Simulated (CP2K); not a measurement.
# MNDO run of SiNHF3 (SMILES [NH][Si](F)(F)F)

What is the vertical doublet–quartet gap of SiNHF3 at MNDO? 

The calculation is run with CP2K 2026.2.

2 further runs of the same task are left out: 1 that didn't finish, 1 set aside as unsound or not needed.

## (1) The molecule

The species is SiNHF3 (6 atoms), meant as a doublet with charge 0. SMILES: `[NH][Si](F)(F)F`. The coordinates come from a PBE0-D4/def2-TZVP relaxation.

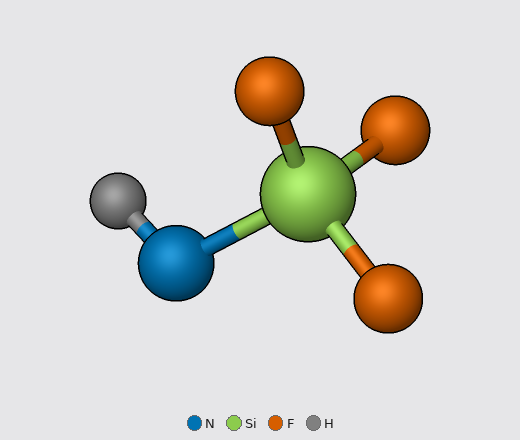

Viewed from a chosen angle; nitrogen blue, silicon green, fluorine orange, hydrogen grey.

## (2) Energy and forces at MNDO

The input, run.inp:

```
&GLOBAL
 PROJECT_NAME run
 RUN_TYPE ENERGY_FORCE
 PRINT_LEVEL MEDIUM
&END GLOBAL
&FORCE_EVAL
 METHOD QUICKSTEP
 &DFT
  CHARGE 0
  MULTIPLICITY 2
  UKS T
  &QS
   METHOD MNDO
   EPS_DEFAULT 1.0E-10
   &SE
    &COULOMB
     CUTOFF [angstrom] 50
     RC_RANGE [angstrom] 0
    &END COULOMB
    &EXCHANGE
     CUTOFF [angstrom] 50
     RC_RANGE [angstrom] 0
    &END EXCHANGE
   &END SE
  &END QS
  # no periodic images
  &POISSON
   PERIODIC NONE
   POISSON_SOLVER ANALYTIC
  &END POISSON
  # self-consistent field
  &SCF
   SCF_GUESS ATOMIC
   EPS_SCF 1.0E-07
   MAX_SCF 150
   &DIAGONALIZATION
    ALGORITHM STANDARD
   &END DIAGONALIZATION
   &MIXING
    METHOD DIRECT_P_MIXING
    ALPHA 0.4
   &END MIXING
  &END SCF
  # extra output
  &PRINT
   &MOMENTS
    PERIODIC F
    REFERENCE COM
    MAX_MOMENT 1
   &END MOMENTS
   &MO ON
    ENERGIES T
    OCCUPATION_NUMBERS T
    NDIGITS 6
    &EACH
     QS_SCF 0
    &END EACH
    ADD_LAST NUMERIC
   &END MO
   &HIRSHFELD OFF
   &END HIRSHFELD
  &END PRINT
 &END DFT
 &SUBSYS
  # vacuum box
  &CELL
   ABC [angstrom] 10.6 10.3 11.5
   PERIODIC NONE
  &END CELL
  &COORD
   UNIT bohr
   N     -1.8415381     1.1425284     1.3490755
   Si     0.3658510    -0.1693195    -0.6540342
   F     -0.1645951     0.7324578    -3.4253176
   F      0.2326253    -3.1395910    -0.6239876
   F      3.1223945     0.6795455     0.0672743
   H     -1.6351800     0.6338141     3.1996843
  &END COORD
  &TOPOLOGY
   &CENTER_COORDINATES
   &END CENTER_COORDINATES
  &END TOPOLOGY
 &END SUBSYS
 &PRINT
  &FORCES ON
  &END FORCES
 &END PRINT
&END FORCE_EVAL
```

Command:

```console
$ OMP_NUM_THREADS=1 cp2k.psmp -i run.inp -o run.out
```

Output:

```text
CP2K| version string:                                       CP2K version 2026.2
[...]
 GLOBAL| Method name                                                        CP2K
[...]
 GLOBAL| Run type                                                   ENERGY_FORCE
[...]
                             - Atoms:                                          6
[...]
                             - Spherical basis functions:                     21
[...]
 Number of electrons:                                                         16
[...]
     1 P_Mix/Diag. 0.40E+00    0.0     0.42492887       -59.5190559333 -5.95E+01
[...]
    30 DIIS/Diag.  0.10E-06    0.0     0.00000010       -64.3954214108  1.42E-14
  *** SCF run converged in    30 steps ***
  Core-core repulsion energy [eV]:                           2262.45498551784021
  Core Hamiltonian energy [eV]:                             -3012.52918945946158
  Two-electron integral energy [eV]:                        -2004.42865334326075
  Electronic energy [eV]:                                   -4014.74351613109138
  Total energy [eV]:                                        -1752.28853061325140
  Atomic reference energy [eV]:                              1741.68042024953934
  Heat of formation [kcal/mol]:                              -244.62885583034358
[...]
 SE_DIPOLE| Moment [Debye]          0.08953607       0.27424236      -1.80238403
 SE_DIPOLE| Derivative [a.u.]       0.00000000       0.00000000       0.00000000
 ENERGY| Total FORCE_EVAL ( QS ) energy [hartree]            -64.395421410773196
 FORCES| Atomic forces [hartree/bohr]
 FORCES|   Atom     x               y               z               |f|
 FORCES|      1 -7.09947316E-03 -2.32018962E-03  4.07062794E-02   4.13858307E-02
 FORCES|      2 -1.49138499E-03  1.67917306E-03 -3.22545745E-03   3.93032150E-03
 FORCES|      3 -1.37495167E-03  4.32367509E-03 -1.81897121E-02   1.87470074E-02
 FORCES|      4  1.49765389E-03 -1.52347307E-02  3.45306149E-04   1.53120614E-02
 FORCES|      5  1.48791287E-02  2.25708230E-03  3.49328827E-03   1.54494646E-02
 FORCES|      6 -6.41097282E-03  9.29498988E-03 -2.31297043E-02   2.57386990E-02
 FORCES| Sum     1.27675648E-15  1.24900090E-16 -1.80411242E-15
 FORCES| Total atomic force                                       2.21371379E-15
[...]
```

Run time: 0.26 s. Hardware: 1 thread of Arm Neoverse V2, shared host.

## (3) The quartet at the same level

The input, qs.inp:

```
&FORCE_EVAL
 METHOD QUICKSTEP
 &DFT
  MULTIPLICITY 4
  SPIN_POLARIZED T
  &QS
   METHOD MNDO
   EPS_DEFAULT 1.0E-10
   &SE
    &COULOMB
     CUTOFF [angstrom] 50
     RC_RANGE [angstrom] 0
    &END
    &EXCHANGE
     CUTOFF [angstrom] 50
     RC_RANGE [angstrom] 0
    &END
   &END
  &END
  # cluster boundary conditions
  &POISSON
   PERIODIC NONE
   POISSON_SOLVER ANALYTIC
  &END
  # self-consistent field
  &SCF
   SCF_GUESS ATOMIC
   EPS_SCF 1.0E-07
   MAX_SCF 100
   ADDED_MOS 8
   &DIAGONALIZATION
    ALGORITHM STANDARD
   &END
   &MIXING
    METHOD DIRECT_P_MIXING
    ALPHA 0.4
   &END
  &END
  # extra output
  &PRINT
   &MOMENTS
    PERIODIC F
    REFERENCE COM
    MAX_MOMENT 1
   &END
   &MO ON
    ENERGIES T
    OCCUPATION_NUMBERS T
    NDIGITS 6
    &EACH
     QS_SCF 0
    &END
    ADD_LAST NUMERIC
   &END
   &HIRSHFELD OFF
   &END
  &END
 &END
 # atoms, cell and kinds
 &SUBSYS
  &CELL
   ABC 10.6 10.3 11.5
   PERIODIC NONE
  &END
  &COORD
   UNIT bohr
   N     -1.8415381     1.1425284     1.3490755
   Si     0.3658510    -0.1693195    -0.6540342
   F     -0.1645951     0.7324578    -3.4253176
   F      0.2326253    -3.1395910    -0.6239876
   F      3.1223945     0.6795455     0.0672743
   H     -1.6351800     0.6338141     3.1996843
  &END
  &TOPOLOGY
   &CENTER_COORDINATES
   &END
  &END
 &END
 # extra output
 &PRINT
  &FORCES ON
  &END
 &END
&END

&GLOBAL
 PROJECT_NAME qs
 RUN_TYPE ENERGY_FORCE
 PRINT_LEVEL MEDIUM
&END
```

Command:

```console
$ OMP_NUM_THREADS=1 cp2k.psmp -i qs.inp -o qs.out
```

Output:

```text
CP2K| version string:                                       CP2K version 2026.2
[...]
 GLOBAL| Method name                                                        CP2K
[...]
 GLOBAL| Run type                                                   ENERGY_FORCE
[...]
 *** WARNING in qs_environment.F:2191 :: More ADDED_MOs requested for beta ***
 *** spin than available.                                                  ***
 *** WARNING in qs_environment.F:2210 :: More added MOs requested than     ***
 *** available. The full set of unoccupied MOs will be used. Use           ***
 *** 'ADDED_MOS -1' to always use all available MOs and to get rid of this ***
[...]
                             - Atoms:                                          6
[...]
                             - Spherical basis functions:                     21
[...]
 Number of electrons:                                                         17
[...]
     1 P_Mix/Diag. 0.40E+00    0.0     0.61489188       -59.5190559333 -5.95E+01
[...]
    26 DIIS/Diag.  0.18E-06    0.0     0.00000007       -64.2472548449 -7.67E-13
  *** SCF run converged in    26 steps ***
  Core-core repulsion energy [eV]:                           2262.45498551784021
  Core Hamiltonian energy [eV]:                             -2995.00596196413017
  Two-electron integral energy [eV]:                        -2031.41147373692024
  Electronic energy [eV]:                                   -4010.71169883258972
  Total energy [eV]:                                        -1748.25671331474950
  Atomic reference energy [eV]:                              1741.68042024953934
  Heat of formation [kcal/mol]:                              -151.65293280229682
[...]
 SE_DIPOLE| Moment [Debye]          2.59541283      -1.37585155      -3.23752914
 SE_DIPOLE| Derivative [a.u.]       0.00000000       0.00000000       0.00000000
 ENERGY| Total FORCE_EVAL ( QS ) energy [hartree]            -64.247254844906763
 FORCES| Atomic forces [hartree/bohr]
 FORCES|   Atom     x               y               z               |f|
 FORCES|      1 -1.93955732E-02 -2.86024228E-04  7.98106927E-02   8.21341387E-02
 FORCES|      2  1.86711603E-02 -5.58791968E-03 -4.68371536E-02   5.07302279E-02
 FORCES|      3  4.16190211E-03  2.25588166E-03 -2.98385533E-02   3.02117476E-02
 FORCES|      4  5.84071079E-03 -2.22662079E-02 -3.80267085E-03   2.33314856E-02
 FORCES|      5  2.34769143E-02  8.35862977E-04  3.51012908E-04   2.34944117E-02
 FORCES|      6 -3.27551142E-02  2.50484072E-02  3.16672109E-04   4.12361551E-02
 FORCES| Sum     7.49400542E-16  2.19269047E-15 -6.10622664E-16
 FORCES| Total atomic force                                       2.39632066E-15
[...]
```

Wall time 0.24 s (1 thread of Arm Neoverse V2, shared host).

## (4) Results

Level: MNDO.

| quantity | value |
| --- | --- |
| doublet: total energy | -64.39542 Eh |
| doublet: dipole moment | 1.83 D |
| doublet: HOMO energy (highest over α and β) | -11.96 eV |
| doublet: heat of formation at this unrelaxed shape | -244.6 kcal/mol |
| doublet: largest force on an atom | 2.128 eV/Å |
| quartet: total energy | -64.24725 Eh |
| quartet: dipole moment | 4.37 D |
| quartet: HOMO energy (highest over α and β) | -7.61 eV |
| quartet: LUMO energy (lowest over α and β) | -3.11 eV |
| quartet: heat of formation at this unrelaxed shape | -151.7 kcal/mol |
| quartet: largest force on an atom | 4.224 eV/Å |
| vertical energy of the quartet above the doublet | 4.032 eV |

At this shape the quartet lies 4.03 eV (93 kcal/mol) above the doublet. The largest force (doublet) is 2.13 eV/Å: the shape isn't a stationary point for this species at this level.
